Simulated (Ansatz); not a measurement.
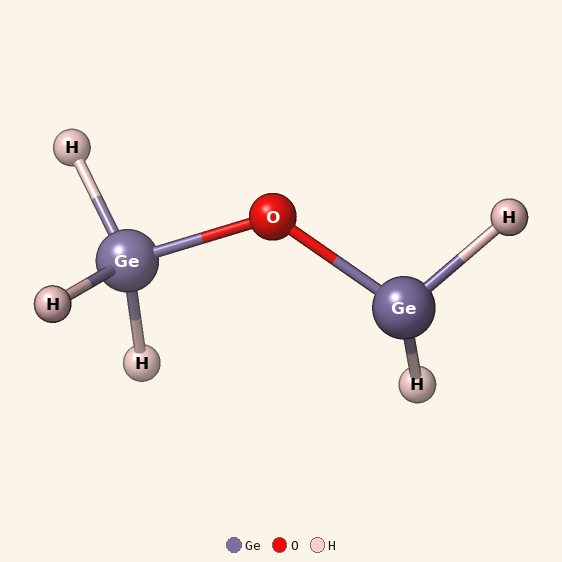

Atoms fade into the background with distance from the viewer. Charge 0, doublet. The geometry was computed by an optimisation with PBE0-D4/def2-TZVP.

Question: Which symmetry elements does this geometry have?

Answer: It has no symmetry element but the identity, so the point group is C1. The group has 1 operation. The geometry is chiral, and symmetry allows a dipole moment.
